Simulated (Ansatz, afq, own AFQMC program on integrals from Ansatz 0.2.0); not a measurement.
# HBrCl (doublet): AFQMC on the coupled-cluster ladder at distance Br1–H2 along a hydrogen transfer = 1.712 Å, cc-pVTZ

How near does AFQMC come to the top of the ladder for HBrCl (doublet)?

Computed with Ansatz 0.2.0, Gaussian basis, and an in-house AFQMC program (afq) on its integrals; all values are calculated. Level: cc-pVTZ, frozen cores.

To be run: PBE (unrestricted); CCSD(T) on UHF; r2SCAN (unrestricted); CCSDT(Q) on UHF; PBE0 (unrestricted); B3LYP (unrestricted); wB97M-V (unrestricted); B2PLYP (unrestricted); Phaseless AFQMC, CISD trial on UHF.

### Step 1. The geometry

The geometry derives from fragments relaxed apart (PBE0/def2-TZVP) and kept rigid, so it is no stationary point. A hydrogen atom is moved between rigid fragments. No spin-orbit coupling is included. The filled d shell of Br may be among the frozen orbitals whatever the setting's name suggests; the logs give the count.

3 atoms, charge 0, spin multiplicity 2.

Atoms are counted from 1 here; the program's logs count them from 0.

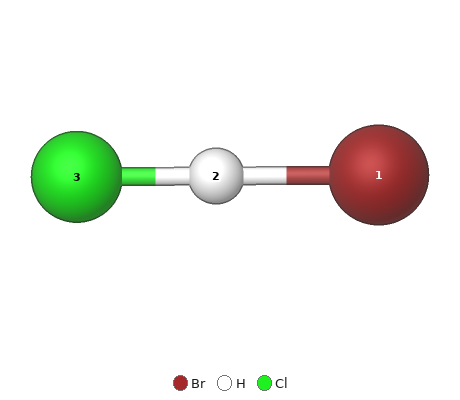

The geometry (bromine red, hydrogen white, chlorine green); atoms are numbered from 1 in the order of the file.

### Step 2. PBE (unrestricted)

Contents of in.yaml:

```yaml
crystal:
  periodic: [false, false, false]
  atoms:
    - {symbol: Br, position_ang: [0.000000, 0.000000, -1.630333]}
    - {symbol: H, position_ang: [0.000000, 0.000000, 0.081667]}
    - {symbol: Cl, position_ang: [0.000000, 0.000000, 1.548667]}
basis:
  gaussian: {orbitals: cc-pVTZ}
magnetization: {spin_polarized: true, initial_magnetization: 1}
hamiltonian: {xc: {name: PBE}}
output: {orbitals: {seedname: orbitals}}
```

Launch:

```sh
$ ansatz run in.yaml --threads 1 --pin off --events-out ev --progress --plain --max-ram 5120MiB --backend cpu
```

Output:

```text
Functional definition: PBE
  name "PBE"
  cite "Perdew, Burke & Ernzerhof, Phys. Rev. Lett. 77, 3865 (1996) doi:10.1103/PhysRevLett.77.3865"
  parent pbe
  parameter kappa = 0.804
  parameter beta = 0.06672455060314922
  exchange = pbe_x(kappa = kappa, mu = beta*pi^2/3)
  correlation = pbe_c(beta = beta)
707 factors; their error is unknown
mean field evaluation 1: about -82568.7308 eV, gradient 1.4e1 eV
mean field evaluation 2: about -82558.8401 eV, gradient 4.0e1 eV
mean field evaluation 4: about -82569.9376 eV, gradient 5.0e0 eV
mean field evaluation 8: about -82569.9374 eV, gradient 5.0e0 eV
mean field evaluation 16: about -82570.1335 eV, gradient 1.3e-5 eV
mean field evaluation 32: about -82569.7150 eV, gradient 3.3e-5 eV
mean field evaluation 64: about -82569.7490 eV, gradient 1.1e0 eV
mean field -82570.13348790 eV, -3034.3964376337 hartree, gradient 8.7e-6 eV, S^2 0.751642; 11 other end points of the search recorded, 0 dependent functions left out
reference -82570.13351715 eV, -3034.3964387087 hartree; 27, 26 occupied and 64, 65 virtual orbitals, 707 factors
Total energy: -82570.13351715 eV, -3034.3964387087 hartree
```

Run time: 10 s. Hardware: 1 thread of AMD EPYC 7R13 (Zen 3), shared host; peak memory 1.7 GiB.

From the report: ⟨S²⟩ of the determinant 0.752 (pure doublet: 0.75).

### Step 3. CCSD(T) on UHF

in.yaml: that of step 2 with these lines changed.

```diff
@@ -9,3 +9,2 @@
 magnetization: {spin_polarized: true, initial_magnetization: 1}
-hamiltonian: {xc: {name: PBE}}
-output: {orbitals: {seedname: orbitals}}
+correlation: {method: ccsd_t, electrons: outside_noble_gas, hamiltonian_folder: ham}
```

Launch:

```sh
$ ansatz run in.yaml --threads 1 --pin off --events-out ev --progress --plain --max-ram 15360MiB --backend cuda --devices 0, --max-vram 18GiB
```

Output, cut to the lines that bear on the results:

```text
Functional definition: HF
  name "HF"
  cite "Fock, Z. Phys. 61, 126 (1930) doi:10.1007/BF01340294"
  parent pbe
[...]
559 factors; integrals over basis functions are off by at most 1.2e-3 eV
[...]
mean field -82518.82126555 eV, -3032.5107482428 hartree, gradient 3.6e-6 eV, S^2 0.802071; 11 other end points of the search recorded, 0 dependent functions left out
determinant -82518.82126555 eV, -3032.5107482428 hartree, with singles and doubles -82529.44535636 eV, -3032.9011763789 hartree
determinant -82518.69099588 eV, -3032.5059609208 hartree, with singles and doubles -82529.21682334 eV, -3032.8927779455 hartree
determinant -82517.69134237 eV, -3032.4692243318 hartree, with singles and doubles -82528.15216618 eV, -3032.8536525163 hartree
determinant -82518.82126555 eV, -3032.5107482428 hartree, with singles and doubles -82529.44569978 eV, -3032.9011889994 hartree
determinant -82518.69099588 eV, -3032.5059609208 hartree, with singles and doubles -82529.22077379 eV, -3032.8929231216 hartree
19 core orbitals not correlated: weight in the atoms' cores, before any rotation towards them, 1.000 or more for the frozen orbitals, at most 0.000 for the correlated occupied ones
reference -82518.82126555 eV, -3032.5107482428 hartree; 8, 7 occupied and 64, 65 virtual orbitals, 559 factors
second order -9.55039374 eV of doubles, -0.00000000 eV of singles
cycle   1  -10.62442522 eV  change    9.0e-6 eV  update   2.3e-6
perturbative correction -0.40707861 eV, -0.0149598629 hartree
Total energy: -82529.85276937 eV, -3032.9161485310 hartree
```

It took 11 s on 1 × NVIDIA H100 80GB HBM3 with 1 thread of AMD EPYC 7R13 (Zen 3), shared host; peak host memory 1.7 GiB.

From the report: ⟨S²⟩ of the determinant 0.802 (pure doublet: 0.75); correlation -11.0315 eV; T1 0.014; largest double amplitude 0.06.

This run also writes the integrals to the folder ham.

### Step 4. r2SCAN (unrestricted)

in.yaml: that of step 3 with these lines changed.

```diff
@@ -9,2 +9,2 @@
 magnetization: {spin_polarized: true, initial_magnetization: 1}
-correlation: {method: ccsd_t, electrons: outside_noble_gas, hamiltonian_folder: ham}
+hamiltonian: {xc: {name: r2SCAN}}
```

Launch:

```sh
$ ansatz run in.yaml --threads 1 --pin off --events-out ev --progress --plain --max-ram 5120MiB --backend cpu
```

Output, cut to the lines that bear on the results:

```text
Functional definition: r2SCAN
  name "r2SCAN"
  cite "Furness, Kaplan, Ning, Perdew & Sun, J. Phys. Chem. Lett. 11, 8208 (2020) doi:10.1021/acs.jpclett.0c02405"
  cite "Furness, Kaplan, Ning, Perdew & Sun, J. Phys. Chem. Lett. 11, 9248 (2020) doi:10.1021/acs.jpclett.0c03077"
  parent r2scan
[...]
707 factors; their error is unknown
[...]
mean field -82584.38307464 eV, -3034.9201002875 hartree, gradient 2.6e-6 eV, S^2 0.756252; 16 other end points of the search recorded, 0 dependent functions left out
reference -82584.38308290 eV, -3034.9201005912 hartree; 27, 26 occupied and 64, 65 virtual orbitals, 707 factors
Total energy: -82584.38308290 eV, -3034.9201005912 hartree
```

Run time: 37 s. Hardware: 1 thread of AMD EPYC 7R13 (Zen 3), shared host; peak memory 1.7 GiB.

From the report: ⟨S²⟩ of the determinant 0.756 (pure doublet: 0.75).

### Step 5. CCSDT(Q) on UHF

in.yaml: that of step 4 with these lines changed.

```diff
@@ -9,2 +9,2 @@
 magnetization: {spin_polarized: true, initial_magnetization: 1}
-hamiltonian: {xc: {name: r2SCAN}}
+correlation: {method: ccsdt_q, electrons: outside_noble_gas}
```

Launch:

```sh
$ ansatz run in.yaml --threads 1 --pin off --events-out ev --progress --plain --max-ram 15360MiB --backend cuda --devices 0, --max-vram 18GiB
```

Output, cut to the lines that bear on the results:

```text
Functional definition: HF
  name "HF"
  cite "Fock, Z. Phys. 61, 126 (1930) doi:10.1007/BF01340294"
  parent pbe
[...]
1007 factors; integrals over basis functions are off by at most 2.0e-7 eV
[...]
mean field -82518.82128228 eV, -3032.5107488577 hartree, gradient 2.3e-6 eV, S^2 0.802071; 9 other end points of the search recorded, 0 dependent functions left out
determinant -82518.82128228 eV, -3032.5107488577 hartree, with singles and doubles -82529.44537453 eV, -3032.9011770466 hartree
determinant -82518.69101494 eV, -3032.5059616214 hartree, with singles and doubles -82529.21684370 eV, -3032.8927786936 hartree
determinant -82517.69136191 eV, -3032.4692250500 hartree, with singles and doubles -82528.15218652 eV, -3032.8536532638 hartree
determinant -82518.82128228 eV, -3032.5107488577 hartree, with singles and doubles -82529.44571773 eV, -3032.9011896590 hartree
determinant -82518.69101494 eV, -3032.5059616214 hartree, with singles and doubles -82529.22079401 eV, -3032.8929238650 hartree
19 core orbitals not correlated: weight in the atoms' cores, before any rotation towards them, 1.000 or more for the frozen orbitals, at most 0.000 for the correlated occupied ones
reference -82518.82128228 eV, -3032.5107488577 hartree; 8, 7 occupied and 64, 65 virtual orbitals, 1007 factors
second order -9.55043347 eV of doubles, -0.00000000 eV of singles
cycle   1  -10.31469955 eV  change   -7.6e-1 eV  update   8.1e-2
[...]
cycle  15  -11.06420997 eV  change   -3.7e-7 eV  update   1.0e-6
perturbative correction -0.01835558 eV, -0.0006745552 hartree
Total energy: -82529.90384783 eV, -3032.9180256297 hartree
```

It took 42 s on 1 × NVIDIA H100 80GB HBM3 with 1 thread of AMD EPYC 7R13 (Zen 3), shared host; peak host memory 1.7 GiB.

From the report: ⟨S²⟩ of the determinant 0.802 (pure doublet: 0.75); correlation -11.0826 eV; T1 0.015; largest double amplitude 0.08.

### Step 6. PBE0 (unrestricted)

in.yaml: that of step 5 with these lines changed.

```diff
@@ -9,2 +9,3 @@
 magnetization: {spin_polarized: true, initial_magnetization: 1}
-correlation: {method: ccsdt_q, electrons: outside_noble_gas}
+hamiltonian: {xc: {name: PBE0}}
+output: {orbitals: {seedname: orbitals}}
```

Launch:

```sh
$ ansatz run in.yaml --threads 1 --pin off --events-out ev --progress --plain --max-ram 5120MiB --backend cpu
```

Output, cut to the lines that bear on the results:

```text
Functional definition: PBE0
  name "PBE0"
  cite "Adamo & Barone, J. Chem. Phys. 110, 6158 (1999) doi:10.1063/1.478522"
  cite "Perdew, Burke & Ernzerhof, Phys. Rev. Lett. 77, 3865 (1996) doi:10.1103/PhysRevLett.77.3865"
  parent pbe
[...]
559 factors; integrals over basis functions are off by at most 1.2e-3 eV
[...]
mean field -82573.38977702 eV, -3034.5161040517 hartree, gradient 2.7e-6 eV, S^2 0.759283; 3 other end points of the search recorded, 0 dependent functions left out
reference -82573.38979871 eV, -3034.5161048487 hartree; 27, 26 occupied and 64, 65 virtual orbitals, 559 factors
Total energy: -82573.38979871 eV, -3034.5161048487 hartree
```

Wall time 8.5 s (1 thread of AMD EPYC 7R13 (Zen 3), shared host); peak memory 1.7 GiB.

From the report: ⟨S²⟩ of the determinant 0.759 (pure doublet: 0.75).

### Step 7. B3LYP (unrestricted)

in.yaml: that of step 6 with these lines changed.

```diff
@@ -9,3 +9,2 @@
 magnetization: {spin_polarized: true, initial_magnetization: 1}
-hamiltonian: {xc: {name: PBE0}}
-output: {orbitals: {seedname: orbitals}}
+hamiltonian: {xc: {name: B3LYP}}
```

The command is unchanged.

Output, cut to the lines that bear on the results:

```text
Functional definition: B3LYP
  name "B3LYP"
  cite "Stephens, Devlin, Chabalowski & Frisch, J. Phys. Chem. 98, 11623 (1994) doi:10.1021/j100096a001"
  cite "Becke, Phys. Rev. A 38, 3098 (1988) doi:10.1103/PhysRevA.38.3098"
  cite "Lee, Yang & Parr, Phys. Rev. B 37, 785 (1988) doi:10.1103/PhysRevB.37.785"
  cite "Vosko, Wilk & Nusair, Can. J. Phys. 58, 1200 (1980) doi:10.1139/p80-159"
[...]
559 factors; integrals over basis functions are off by at most 1.2e-3 eV
[...]
mean field -82586.97161930 eV, -3035.0152275492 hartree, gradient 2.1e-6 eV, S^2 0.756907; 6 other end points of the search recorded, 0 dependent functions left out
reference -82586.97182743 eV, -3035.0152351978 hartree; 27, 26 occupied and 64, 65 virtual orbitals, 559 factors
Total energy: -82586.97182743 eV, -3035.0152351978 hartree
```

Wall time 11 s (1 thread of AMD EPYC 7R13 (Zen 3), shared host); peak memory 1.7 GiB.

From the report: ⟨S²⟩ of the determinant 0.757 (pure doublet: 0.75).

### Step 8. wB97M-V (unrestricted)

in.yaml: that of step 7 with these lines changed.

```diff
@@ -9,2 +9,3 @@
 magnetization: {spin_polarized: true, initial_magnetization: 1}
-hamiltonian: {xc: {name: B3LYP}}
+hamiltonian: {xc: {name: wB97M-V}}
+output: {orbitals: {seedname: orbitals}}
```

Same command.

Output, cut to the lines that bear on the results:

```text
Functional definition: wB97M-V
  name "wB97M-V"
  cite "Mardirossian & Head-Gordon, J. Chem. Phys. 144, 214110 (2016) doi:10.1063/1.4952647"
  cite "Becke, J. Chem. Phys. 107, 8554 (1997) doi:10.1063/1.475007"
  cite "Vydrov & Van Voorhis, J. Chem. Phys. 133, 244103 (2010) doi:10.1063/1.3521275"
  # Of w^i u^j: cxij and so on, Table III.
[...]
  gx(w, u) = 1 - cx + cx01*u + cx10*w
  gss(w, u) = css00 + css04*u^4 + css10*w + css20*w^2 + css43*w^4*u^3
  gos(w, u) = cos00 + cos10*w + (cos20 + cos21*u)*w^2 + (cos60 + cos61*u)*w^6
[...]
      + integral(e_c_pw_mod_opposite_spin*gos(b97_w_opposite, b97_u_opposite)) + vv10(b, c)
559 factors; integrals over basis functions are off by at most 1.2e-3 eV
111 factors; integrals over basis functions are off by at most 8.7e-5 eV
[...]
mean field -82580.87921042 eV, -3034.7913356527 hartree, gradient 8.2e-6 eV, S^2 0.759520; 2 other end points of the search recorded, 0 dependent functions left out
reference -82580.87924094 eV, -3034.7913367740 hartree; 27, 26 occupied and 64, 65 virtual orbitals, 559 factors
Total energy: -82580.87924094 eV, -3034.7913367740 hartree
```

Wall time 16 s (1 thread of AMD EPYC 7R13 (Zen 3), shared host); peak memory 1.7 GiB.

From the report: ⟨S²⟩ of the determinant 0.760 (pure doublet: 0.75).

### Step 9. B2PLYP (unrestricted)

in.yaml: that of step 8 with these lines changed.

```diff
@@ -9,3 +9,3 @@
 magnetization: {spin_polarized: true, initial_magnetization: 1}
-hamiltonian: {xc: {name: wB97M-V}}
-output: {orbitals: {seedname: orbitals}}
+hamiltonian: {xc: {name: B2PLYP}}
+correlation: {electrons: outside_noble_gas}
```

Launched as before.

Output, cut to the lines that bear on the results:

```text
Functional definition: B2PLYP
  name "B2PLYP"
  cite "Grimme, J. Chem. Phys. 124, 034108 (2006) doi:10.1063/1.2148954"
  cite "Becke, Phys. Rev. A 38, 3098 (1988) doi:10.1103/PhysRevA.38.3098"
  cite "Lee, Yang & Parr, Phys. Rev. B 37, 785 (1988) doi:10.1103/PhysRevB.37.785"
[...]
559 factors; integrals over basis functions are off by at most 1.2e-3 eV
[...]
mean field -82567.50508303 eV, -3034.2998455363 hartree, gradient 8.2e-7 eV, S^2 0.770409; 5 other end points of the search recorded, 0 dependent functions left out
19 core orbitals not correlated: weight in the atoms' cores, before any rotation towards them, 1.000 or more for the frozen orbitals, at most 0.000 for the correlated occupied ones
reference -82567.50521620 eV, -3034.2998504302 hartree; 8, 7 occupied and 64, 65 virtual orbitals, 559 factors
second order -11.69588459 eV of doubles, -0.00000000 eV of singles
Total energy: -82570.66310504 eV, -3034.4159007046 hartree
```

Run time: 10 s. Hardware: 1 thread of AMD EPYC 7R13 (Zen 3), shared host; peak memory 1.7 GiB.

From the report: ⟨S²⟩ of the determinant 0.770 (pure doublet: 0.75).

### Step 10. Phaseless AFQMC, CISD trial on UHF

It reads the integrals that the CCSD(T) run on this determinant wrote.

Launch:

```sh
$ afq ham --method phaseless --trial cisd --walkers 2500 --populations 20 --least-time 60 --time-step 0.005 --steps-per-block 50 --equilibration-blocks 28 --max-blocks 4000 --target-error 0.00023 --factor-cut 1e-05 --start spin_pure --seed 1244 --release-times 0.24,0.51,0.99,1.5 --release-step 0.03 --release-every 4 --taylor-order 6
```

Output:

```text
orbitals 72  electrons 8 7  factors 490 of 559
reference energy -3032.51074824 Eh
CCSD correlation -0.39044029 Eh in 10 cycles, weight of the determinant in the CISD state 0.8514
energy of the start -3032.897583 Eh
 block  time / (1/Eh)  mean weight  energy / Eh
     1     0.250  1.0001  -3032.892374
     2     0.500  0.9992  -3032.898673
     3     0.750  1.0003  -3032.904815
     4     1.000  0.9998  -3032.908963
     5     1.250  0.9995  -3032.911871
     6     1.500  1.0001  -3032.914006
     7     1.750  0.9997  -3032.914842
     8     2.000  0.9999  -3032.915829
     9     2.250  1.0000  -3032.915563
    10     2.500  0.9996  -3032.916452
    11     2.750  1.0001  -3032.917188
    12     3.000  1.0001  -3032.916120
    13     3.250  0.9999  -3032.917987
    14     3.500  1.0002  -3032.918755
    15     3.750  0.9996  -3032.918319
    16     4.000  0.9998  -3032.917919
    17     4.250  0.9998  -3032.918762
    18     4.500  0.9996  -3032.918651
    19     4.750  1.0004  -3032.917483
    20     5.000  0.9995  -3032.917407
    21     5.250  0.9999  -3032.917673
    22     5.500  0.9992  -3032.917620
    23     5.750  0.9995  -3032.918254
    24     6.000  0.9999  -3032.919088
    25     6.250  1.0003  -3032.918496
    26     6.500  1.0000  -3032.917391
    27     6.750  1.0003  -3032.917520
    28     7.000  0.9999  -3032.915809
    29     7.250  0.9999  -3032.916215
    30     7.500  1.0003  -3032.916734
    31     7.750  0.9994  -3032.918780
    32     8.000  1.0005  -3032.917663
    33     8.250  1.0002  -3032.918087
    34     8.500  1.0001  -3032.917920
    35     8.750  0.9999  -3032.917010
    36     9.000  0.9997  -3032.918083
    37     9.250  1.0003  -3032.917857
    38     9.500  1.0005  -3032.917344
    39     9.750  0.9997  -3032.917714
    40    10.000  0.9999  -3032.917854
    41    10.250  0.9997  -3032.918600
    42    10.500  1.0001  -3032.918461
    43    10.750  0.9999  -3032.918758
    44    11.000  0.9999  -3032.919567
    45    11.250  1.0000  -3032.919756
    46    11.500  1.0003  -3032.917705
    47    11.750  0.9999  -3032.918471
    48    12.000  0.9997  -3032.917103
    49    12.250  1.0001  -3032.916467
    50    12.500  1.0000  -3032.915222
    51    12.750  0.9995  -3032.916806
    52    13.000  0.9999  -3032.917663
    53    13.250  1.0005  -3032.918805
    54    13.500  1.0000  -3032.918655
    55    13.750  0.9997  -3032.919037
    56    14.000  1.0000  -3032.918491
    57    14.250  0.9999  -3032.917322
    58    14.500  0.9999  -3032.918002
    59    14.750  1.0000  -3032.916961
    60    15.000  1.0000  -3032.917133
    61    15.250  0.9994  -3032.917524
    62    15.500  1.0002  -3032.917655
    63    15.750  0.9997  -3032.915883
    64    16.000  1.0007  -3032.916701
    65    16.250  1.0001  -3032.917056
    66    16.500  1.0002  -3032.915628
    67    16.750  1.0003  -3032.916170
    68    17.000  0.9997  -3032.916245
    69    17.250  0.9999  -3032.916271
    70    17.500  0.9994  -3032.917232
    71    17.750  1.0002  -3032.916814
    72    18.000  0.9999  -3032.918272
    73    18.250  1.0000  -3032.917673
    74    18.500  1.0004  -3032.917312
    75    18.750  1.0002  -3032.917787
    76    19.000  0.9994  -3032.918261
    77    19.250  0.9996  -3032.917400
    78    19.500  1.0003  -3032.917039
error from the spread of 20 populations
released: time / (1/Eh)  energy / Eh  error  mean overlap
  0.24  -3032.918023  0.000220  0.9928
  0.51  -3032.917736  0.000197  0.9953
  0.99  -3032.918106  0.000215  0.9852
  1.50  -3032.917998  0.000308  0.9829
energy -3032.917543 +/- 0.000215 Eh
```

Wall time 58 s (1 × NVIDIA H100 80GB HBM3 with 2 threads of AMD EPYC 7R13 (Zen 3), shared host); peak host memory 1.7 GiB.

Energy -82529.8907 ± 0.0059 eV. Caveats: constraint bias not in the error.

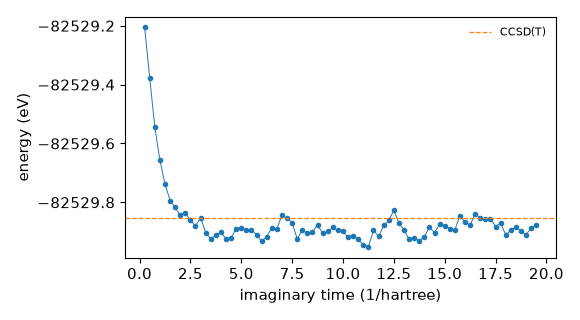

Block energies along the walk.

### Step 11. AFQMC on the ladder

On the UHF determinant, counted from CCSDT(Q) (a yardstick, not exact):

```
                                                level  energy (eV)  from CCSDT(Q) (kJ/mol)  statistical error (kJ/mol)  time
                                                   HF  -82518.8213                 +1069.3                                  
                                                  MP2  -82528.3717                  +147.8                                  
                                                 CCSD  -82529.4457                   +44.2                                  
                                              CCSD(T)  -82529.8528                    +4.9                                  
                                             CCSDT(Q)  -82529.9038                     0.0                                  
Phaseless AFQMC, CISD trial, step 0.005, 2500 walkers  -82529.8907                    +1.3                         0.6  58 s
```

The functionals' totals stand on their own zeros and serve differences with other points: PBE -82570.134 eV; r2SCAN -82584.383 eV; PBE0 -82573.390 eV; B3LYP -82586.972 eV; wB97M-V -82580.879 eV; B2PLYP -82570.663 eV.

### Step 12. What came out

| quantity | value |
| --- | --- |
| CCSD(T) on UHF from CCSDT(Q) | +4.9 kJ/mol |
| Phaseless AFQMC, CISD trial on UHF from CCSDT(Q) | +1.3 ± 0.6 kJ/mol |

On UHF the phaseless walk with the CISD trial lies +1.3 kJ/mol from CCSDT(Q), within three error bars. Error bars are statistical and leave out the constraint, the time step and what remains of the start.
